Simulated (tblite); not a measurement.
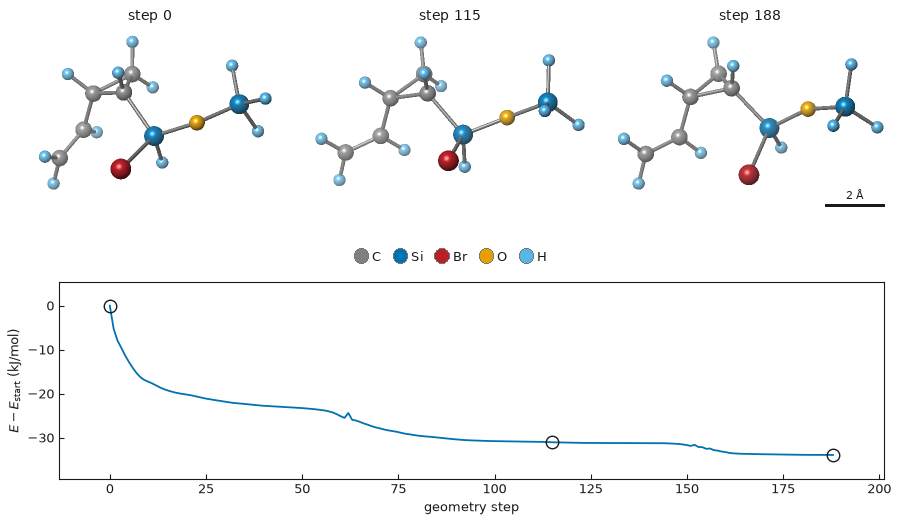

Frames of a relaxation of C5H11BrOSi2, marked on the history of the run. Style: ball-and-stick. Shown at a tilt.

Method: GFN2-xTB geometry optimisation, gas phase in tblite 0.8.0. 

> What happens along the run?

The energy falls by 33.9 kJ/mol in 188 geometry steps. An H atom moves most after the best rigid fit: 1.60 Å. By element the largest moves are H 1.60 Å, Br 1.43 Å, O 1.06 Å, Si 1.06 Å, C 0.69 Å. Near-neighbour distances that change, for instance: O–Si 1.666 → 1.608 Å, H–Si 1.484 → 1.453 Å, C–C 1.494 → 1.516 Å, C–C 1.485 → 1.469 Å. Bond angles that change, for instance: Si–O–Si 138.6° → 156.1°, O–Si–H 109.1° → 102.5°, C–Si–H 111.4° → 117.2°. Groups turn about O–Si by about 155°, O–Si by about 150°, C–C by about 55°. From step 0 to 115: an H atom moves most (1.16 Å), energy −31.0 kJ/mol. From step 115 to 188: Br and H atoms move most (1.11 Å), energy −2.88 kJ/mol.

```csv
step,"E − E(0), kJ/mol"
0,0.00
1,-5.26
2,-7.93
3,-9.60
4,-11.34
5,-12.83
6,-14.18
7,-15.37
8,-16.29
9,-16.90
10,-17.28
19,-20.07
29,-21.69
38,-22.59
47,-23.11
57,-24.03
66,-26.76
76,-28.95
85,-29.95
94,-30.61
104,-30.83
113,-30.97
122,-31.18
132,-31.21
141,-31.23
151,-31.87
160,-33.26
169,-33.75
179,-33.89
188,-33.92
```
